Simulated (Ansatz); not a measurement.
## CdS, pressure series

Base system: CdS in the zinc blende structure (space group F-43m, No. 216; a = 5.927 Å).

Cell and atoms are relaxed at each pressure.

Method: DFT with PBE, PAW potentials and a 420 eV plane-wave cutoff in Ansatz (a first-principles code), spin-orbit coupling left out.

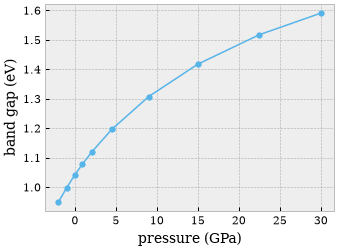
Fig. 1. Band gap against pressure

Task: From the plot, what is the band gap for pressure 9 GPa?

Result: About 1.31 eV.

Task: Is the trend monotonic over the range shown?

Result: Yes, it rises throughout, spanning 0.95 eV to 1.59 eV.

Load acts through the strain it causes; cell and atoms are relaxed under it. Whether these cells are dynamically stable was not tested. Tetrahedral semiconductors of this kind turn to denser phases somewhere between about 1 and 50 GPa; those were not computed, so compressed cells here can lie past the real transition.
